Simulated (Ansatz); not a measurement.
PbI2: x(Si) = 0.5, 6 atoms, P2/m

The parent structure is PbI2 in the CdI2 type structure (space group P-3m1, No. 164; a = 4.4397 Å, c = 6.7420 Å; layered).

The other end (x = 1) is SiI2 in the CdI2 type structure (space group P-3m1, No. 164; a hypothetical phase, not in the database extracts checked): 30.70 Å³/atom, gap 1.25 eV; this end may not be an ambient phase.

One thing is altered: Si replaces 50.0 % of the Pb, ordered in a cell of 6 atoms (starting symmetry P2/m) and fully relaxed.

Level of theory: Ansatz (a quantum-chemistry and plane-wave program), PBEsol-D3(BJ), PAW, cutoff 420 eV, without spin-orbit coupling, earlier PAW set. Γ-centred 5×8×5 mesh, Fermi–Dirac width 0.05 eV, for the changed cell.

The volume per atom drops by 3.84 Å³ (38.36 Å³ → 34.52 Å³) and the density decreases by 0.695 g/cm³, from 6.65 g/cm³ to 5.96 g/cm³. The shortest interatomic distance shrinks by 0.272 Å, from 3.184 Å to 2.912 Å and the band gap drops by 0.438 eV, from 1.92 eV to 1.49 eV. The gap character (in this cell's own zone, which can be folded) amounts to direct at Y₂ and the mixing energy comes out as +16 meV/atom (against an end that may be hypothetical). The deviation of the volume from the linear (Vegard-type) interpolation is 0.0 % and the bowing parameter b of this ordering, from Eg = [1−x] Eg[0] + x Eg[1] − b x [1−x], comes out as 0.4 eV. The mean first-shell distances is Pb–I 3.160 Å (end compound 3.184 Å), Si–I 2.918 Å (end compound 2.884 Å).

Final structure:

```
CELL_PARAMETERS angstrom
      6.58288     0.00000     0.00000
      0.00000     4.19804     0.00000
     -0.13776     0.00000     7.49427
ATOMIC_POSITIONS crystal
  Pb 0.00000 0.00000 0.00000
  Si 0.00000 0.50000 0.50000
  I  0.74244 0.00000 0.64197
  I  0.71821 0.50000 0.19256
  I  0.28179 0.50000 0.80744
  I  0.25756 0.00000 0.35803
```

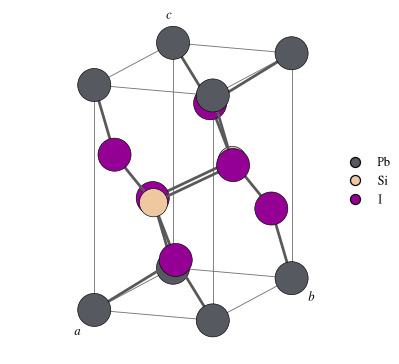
*The relaxed conventional cell after the change*

Cost of the whole job for the changed cell (relaxation, final SCF and bands): roughly 3 core-minutes.

Each cell is one ordered arrangement of few atoms, which overstates ordering effects compared with a random alloy. With I and Pb present, leaving out spin-orbit coupling can change the band edges. No phonon test of stability was made. The D3 term's C6 switches between coordination references near this geometry, which can add small steps to energies. Labels are those of the standard path for the cell's own space group.
